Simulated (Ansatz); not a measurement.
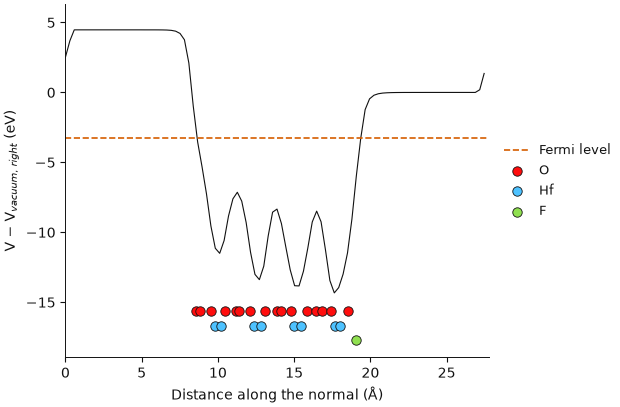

Plane-averaged electrostatic potential energy of an electron across the slab; circles at the bottom mark the heights of the atoms.

This input was run:

```
crystal:
  lattice:
    - [5.1260959524, 0.0, 0.0]
    - [0.0, 5.2021810351, 0.0]
    - [0.0, 0.0, 27.7472086972]
  atoms:
    - { symbol: O, position: [0.6347922145, 0.2419181658, 0.2883172894], spin: 0.87 }
    - { symbol: O, position: [0.5361300048, 0.7580818342, 0.2961752935], spin: 0.47 }
    - { symbol: O, position: [0.1832406033, 0.3358219391, 0.3220681421], spin: 0.24 }
    - { symbol: Hf, position: [0.8445046145, 0.5424419734, 0.3315124604] }
    - { symbol: Hf, position: [0.4118787145, 0.0424419734, 0.3472748594] }
    - { symbol: O, position: [0.0731427256, 0.8358219391, 0.3567191777] }
    - { symbol: O, position: [0.7202533241, 0.2580818342, 0.3826120262] }
    - { symbol: O, position: [0.6215911145, 0.7419181658, 0.3904700304] }
    - { symbol: O, position: [0.268701713, 0.1641780609, 0.4163628789] }
    - { symbol: Hf, position: [0.9299657241, 0.9575580266, 0.4258071973] }
    - { symbol: Hf, position: [0.4973398241, 0.4575580266, 0.4415695962] }
    - { symbol: O, position: [0.1586038353, 0.6641780609, 0.4510139146] }
    - { symbol: O, position: [0.8042727711, 0.245183853, 0.4792310728] }
    - { symbol: O, position: [0.7062018315, 0.7606796364, 0.4890211896] }
    - { symbol: O, position: [0.3495174925, 0.331917545, 0.5123224674] }
    - { symbol: Hf, position: [0.017977694, 0.5408861878, 0.5188562363] }
    - { symbol: Hf, position: [0.5872252505, 0.0511269842, 0.536117629] }
    - { symbol: O, position: [0.2436822663, 0.8332147267, 0.5491479269] }
    - { symbol: O, position: [0.8799007362, 0.2709900513, 0.5724411997] }
    - { symbol: O, position: [0.784569918, 0.759071525, 0.586534712] }
    - { symbol: O, position: [0.4192311116, 0.1853614971, 0.6072182853] }
    - { symbol: Hf, position: [0.1153230065, 0.9519376309, 0.6156456853] }
    - { symbol: Hf, position: [0.641784212, 0.4743148576, 0.628295753] }
    - { symbol: O, position: [0.3272856858, 0.6801716548, 0.6472417506] }
    - { symbol: F, position: [0.8887599178, 0.1966386777, 0.6649087893] }
basis:
  ecutwfc: 420
kpoints:
  mp_grid: { grid: [3, 3, 1] }
hamiltonian:
  xc: pbe
  dispersion: d3bj
scf:
  occupations: { method: gaussian, width: 0.05 }
output:
  forces: true
  eigenvalues: true
  populations: true
  write_density: true
  volumetric_format: npy
magnetization:
  spin_polarized: true
efield:
  axis: 3
  dipole_correction: true
  ramp_width: 0.04
```

Run as:
```bash
ansatz run input.yaml --threads 8 --pin off --max-ram 20480MiB --backend cpu --events-out ev --progress --plain --runs-dir out
```

> What is the work function?

The work function is 3.28 eV at the right face and 7.75 eV at the left.

> How thick are slab and vacuum?

The outermost atoms are 10.4 Å apart, which leaves 17.3 Å of vacuum in a cell 27.7 Å high.

The atoms aren't at rest in this cell (largest force 4.3 eV/Å), so the relaxed material can differ. Spin-orbit coupling is left out, which matters for Hf.
